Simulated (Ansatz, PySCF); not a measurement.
Breaking the C3–H7 bond in propyne (SMILES C#CC) (multiplicity 1 held, fragments rigid). Energies count from the point at 1.062 Å.
Geometry at that point (charge 0, multiplicity 1):
```xyz
7

C     -1.2195    -0.1258    -0.1571
C      0.2152     0.0222     0.0277
C      1.3987     0.1443     0.1802
H     -1.4460    -1.0066    -0.7612
H     -1.6396     0.7464    -0.6621
H     -1.7270    -0.2362     0.8033
H      2.4464     0.2524     0.3152
```

R- and RO- levels are restricted; in cc, def2 and unpolarised 6-31G sets they are followed outwards from rest. Unrestricted levels (U-) break spin symmetry where that is lower. Left out are points that failed, MP2 points that dive below the minimum, coupled-cluster points behind a jump of the amplitudes or a sharp parting from full CI or MRCI, small-basis points behind a change of solution, and semi-empirical points at long bonds. Curves can end on different states.

Correlated levels freeze the cores. Rows in 6-31G* carry no dispersion term and start afresh at each structure (6-31G* with six Cartesian d functions).

Run with Ansatz (Gaussian basis) for Hartree–Fock, density functionals and correlated methods; PySCF for 6-31G* rows. 

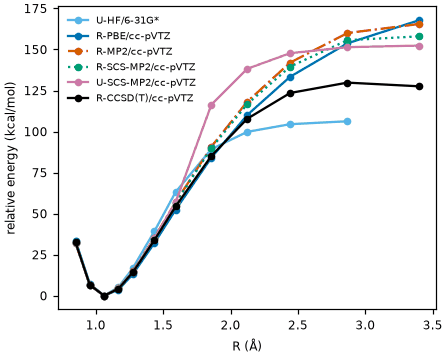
Figure. Relative energy along the coordinate

Doubts at one or more of the structures used: a spin-contaminated determinant (U-HF/6-31G*, U-SCS-MP2/cc-pVTZ); a restricted determinant that unrestricted orbitals would lower (R-PBE/cc-pVTZ, R-MP2/cc-pVTZ, R-SCS-MP2/cc-pVTZ, R-CCSD(T)/cc-pVTZ); other coupled-cluster roots lie near (R-CCSD(T)/cc-pVTZ).

Ansatz is a first-principles code.
